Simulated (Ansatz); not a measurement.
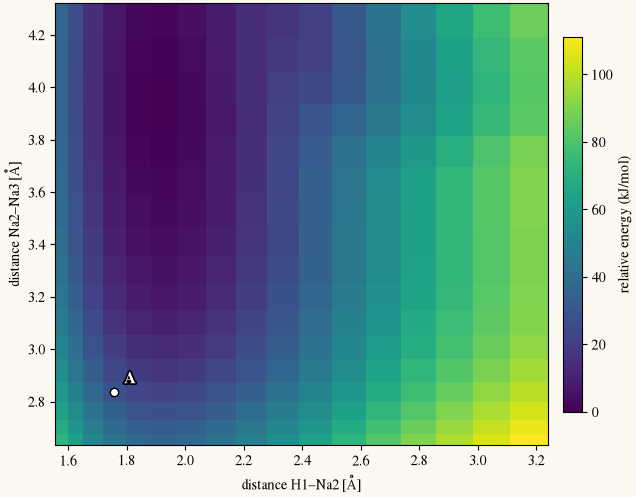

The system H + Na₂, spin multiplicity 2. 
- The first coordinate is: distance H1–Na2; the second: distance Na2–Na3.
- Nothing is relaxed (the angle H1–Na2–Na3 is fixed at 160 degrees).
- The scan uses a 17 × 17 grid.
- Points are written as (first, second).
- Energies are in kJ/mol, from the lowest grid point.
- The D4 coefficients can switch as the alkali atoms part, which puts small steps into the map.
- All numbers below come from Ansatz, UKS PBE0-D4/def2-SVPD.

In the figure: one coloured cell a grid point, the point A.

Is A at rest? If not, where is it pushed?

Answer. A, at (1.758 Å, 2.838 Å), is not a stationary point. The computed force is 88 kJ/mol for each Å towards larger values of distance H1–Na2 and 62 kJ/mol for each Å towards larger values of distance Na2–Na3.
